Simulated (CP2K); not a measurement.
**AM1 run of SiBrCl3 (bromotrichlorosilane)**

What is the vertical ionisation energy of SiBrCl3 (bromotrichlorosilane) at AM1? 

The results are computed with CP2K 2026.2.

12 further runs of the same task are left out: 10 that didn't finish, 2 set aside as unsound or not needed.

### Step 1. Starting point

SiBrCl3 has 5 atoms, charge 0, and is taken as a singlet. As SMILES, `Cl[Si](Cl)(Cl)Br`. The coordinates come from a PBE0-D4/def2-TZVP relaxation.

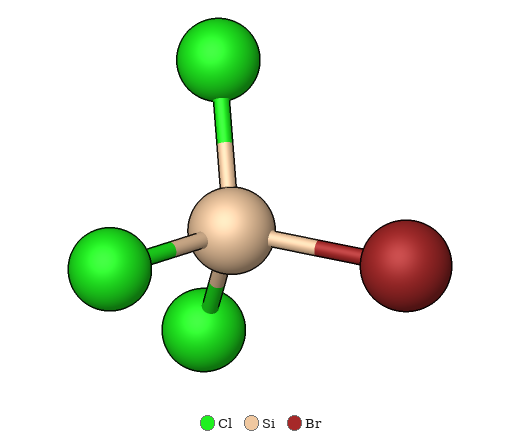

The structure, seen from a chosen angle (chlorine green, silicon light orange, bromine red).

### Step 2. A single-point energy at AM1

qs.inp

```
&GLOBAL
  PROJECT_NAME qs
  RUN_TYPE ENERGY
  PRINT_LEVEL MEDIUM
&END GLOBAL

&FORCE_EVAL
  METHOD QUICKSTEP
  &DFT
    &QS
      METHOD AM1
      EPS_DEFAULT 1.0E-10
      &SE
        &COULOMB
          CUTOFF [angstrom] 50
          RC_RANGE [angstrom] 0
        &END COULOMB
        &EXCHANGE
          CUTOFF [angstrom] 50
          RC_RANGE [angstrom] 0
        &END EXCHANGE
      &END SE
    &END QS
    &POISSON
      PERIODIC NONE
      POISSON_SOLVER ANALYTIC
    &END POISSON
    &SCF
      SCF_GUESS ATOMIC
      EPS_SCF 1.0E-07
      MAX_SCF 80
      ADDED_MOS 4
      &DIAGONALIZATION
        ALGORITHM STANDARD
      &END DIAGONALIZATION
      &MIXING
        METHOD DIRECT_P_MIXING
        ALPHA 0.4
      &END MIXING
    &END SCF
    &PRINT
      &MOMENTS
        PERIODIC F
        REFERENCE COM
        MAX_MOMENT 1
      &END MOMENTS
      &MO ON
        ENERGIES T
        OCCUPATION_NUMBERS T
        NDIGITS 6
        &EACH
          QS_SCF 0
        &END EACH
        ADD_LAST NUMERIC
      &END MO
      &HIRSHFELD OFF
      &END HIRSHFELD
    &END PRINT
  &END DFT
  &SUBSYS
    &CELL
      ABC 13 13.2 13.2
      PERIODIC NONE
    &END CELL
    &COORD
      UNIT bohr
      Cl    -1.6117474    -0.4113934     3.4423251
      Si     0.0064251    -0.0805023    -0.0060471
      Cl     3.1945820    -2.1886808    -0.1118718
      Cl    -2.4296209    -1.3411386    -2.6698051
      Br     0.9342806     3.8822534    -0.7330248
    &END COORD
    &TOPOLOGY
      &CENTER_COORDINATES
      &END CENTER_COORDINATES
    &END TOPOLOGY
  &END SUBSYS
&END FORCE_EVAL
```

Started as:

```console
OMP_NUM_THREADS=1 cp2k.psmp -i qs.inp > qs.out 2>&1
```

Log:

```text
CP2K| version string:                                       CP2K version 2026.2
[...]
 GLOBAL| Method name                                                        CP2K
[...]
 GLOBAL| Run type                                                         ENERGY
[...]
                             - Atoms:                                          5
[...]
                             - Spherical basis functions:                     20
[...]
 Number of electrons:                                                         32
[...]
     1 P_Mix/Diag. 0.40E+00    0.0     0.63416526       -54.7339250607 -5.47E+01
[...]
    18 DIIS/Diag.  0.14E-07    0.0     0.00000008       -57.4775035435 -4.26E-14
  *** SCF run converged in    18 steps ***
  Core-core repulsion energy [eV]:                           1896.05891208849198
  Core Hamiltonian energy [eV]:                             -2600.26281107846944
  Two-electron integral energy [eV]:                        -1719.67702609720141
  Electronic energy [eV]:                                   -3460.10132412707026
  Total energy [eV]:                                        -1564.04241203857828
  Atomic reference energy [eV]:                              1557.54241078849395
  Heat of formation [kcal/mol]:                              -149.89360161101254
[...]
 SE_DIPOLE| Moment [Debye]          0.05574778       0.23689915      -0.04339566
 SE_DIPOLE| Derivative [a.u.]       0.00000000       0.00000000       0.00000000
 ENERGY| Total FORCE_EVAL ( QS ) energy [hartree]            -57.477503543493569
[...]
```

It took 0.2 s on 1 thread of Arm Neoverse V2, shared host.

### Step 3. The doublet cation, same level

gas.inp

```
&GLOBAL
  PROJECT gas
  RUN_TYPE ENERGY
  PRINT_LEVEL MEDIUM
&END GLOBAL

&FORCE_EVAL
  METHOD QUICKSTEP
  &DFT
    CHARGE 1
    MULTIPLICITY 2
    SPIN_POLARIZED T
    # Quickstep
    &QS
      METHOD AM1
      EPS_DEFAULT 1.0E-10
      &SE
        &COULOMB
          CUTOFF [angstrom] 50
          RC_RANGE [angstrom] 0
        &END COULOMB
        &EXCHANGE
          CUTOFF [angstrom] 50
          RC_RANGE [angstrom] 0
        &END EXCHANGE
      &END SE
    &END QS
    &POISSON
      PERIODIC NONE
      POISSON_SOLVER ANALYTIC
    &END POISSON
    # SCF settings
    &SCF
      SCF_GUESS ATOMIC
      EPS_SCF 1.0E-07
      MAX_SCF 40
      &OT ON
        MINIMIZER CG
        PRECONDITIONER FULL_SINGLE_INVERSE
      &END OT
      &OUTER_SCF
        EPS_SCF 1.0E-07
        MAX_SCF 10
      &END OUTER_SCF
    &END SCF
    # extra output
    &PRINT
      &MOMENTS
        PERIODIC F
        REFERENCE COM
        MAX_MOMENT 1
      &END MOMENTS
      &MO_CUBES
        NLUMO 3
        NHOMO -1
        WRITE_CUBE F
      &END MO_CUBES
      &HIRSHFELD OFF
      &END HIRSHFELD
    &END PRINT
  &END DFT
  &SUBSYS
    # vacuum box
    &CELL
      ABC [angstrom] 13 13.2 13.2
      PERIODIC NONE
    &END CELL
    &COORD
      UNIT bohr
      Cl    -1.6117474    -0.4113934     3.4423251
      Si     0.0064251    -0.0805023    -0.0060471
      Cl     3.1945820    -2.1886808    -0.1118718
      Cl    -2.4296209    -1.3411386    -2.6698051
      Br     0.9342806     3.8822534    -0.7330248
    &END COORD
    &TOPOLOGY
      &CENTER_COORDINATES
      &END CENTER_COORDINATES
    &END TOPOLOGY
  &END SUBSYS
&END FORCE_EVAL
```

Started as:

```console
OMP_NUM_THREADS=1 cp2k.psmp -i gas.inp > gas.out 2>&1
```

Log:

```text
CP2K| version string:                                       CP2K version 2026.2
[...]
 GLOBAL| Method name                                                        CP2K
[...]
 GLOBAL| Run type                                                         ENERGY
[...]
                             - Atoms:                                          5
[...]
                             - Spherical basis functions:                     20
[...]
 Number of electrons:                                                         16
[...]
     1 OT CG       0.80E-01    0.0     0.17273989       -54.0231479068 -5.40E+01
[...]
    34 OT CG       0.81E+00    0.0     0.00000010       -57.0671621406 -7.90E-12
  *** SCF run converged in    34 steps ***
  Core-core repulsion energy [eV]:                           1896.05891208849198
  Core Hamiltonian energy [eV]:                             -2520.56625536157571
  Two-electron integral energy [eV]:                        -1856.73822267945252
  Electronic energy [eV]:                                   -3448.93536670130243
  Total energy [eV]:                                        -1552.87645461281022
  Atomic reference energy [eV]:                              1557.54241078849395
  Heat of formation [kcal/mol]:                               107.59951409598702
[...]
 SE_DIPOLE| Moment [Debye]         -0.54961605      -2.53789325       0.38879619
 SE_DIPOLE| Derivative [a.u.]       0.00000000       0.00000000       0.00000000
 *** WARNING in qs_scf_post_se.F:140 :: Printing of MO cube files not ***
 *** implemented for Semi-Empirical method.                           ***
 ENERGY| Total FORCE_EVAL ( QS ) energy [hartree]            -57.067162140622301
[...]
```

Run time: 1.6 s. Hardware: 1 thread of Arm Neoverse V2, shared host.

### Step 4. Summary of results

Level: AM1.

```
                                          quantity            value
                     singlet SiBrCl3: total energy     -57.47750 Eh
                    singlet SiBrCl3: dipole moment           0.25 D
                      singlet SiBrCl3: HOMO energy        -12.04 eV
                      singlet SiBrCl3: LUMO energy         -2.12 eV
                    singlet SiBrCl3: HOMO–LUMO gap          9.92 eV
                singlet SiBrCl3: heat of formation  -149.9 kcal/mol
                      doublet cation: total energy     -57.06716 Eh
                 doublet cation: heat of formation   107.6 kcal/mol
vertical ionisation energy (to the doublet cation)        11.166 eV
```

In words: The vertical ionisation energy comes to 11.17 eV (1077 kJ/mol).
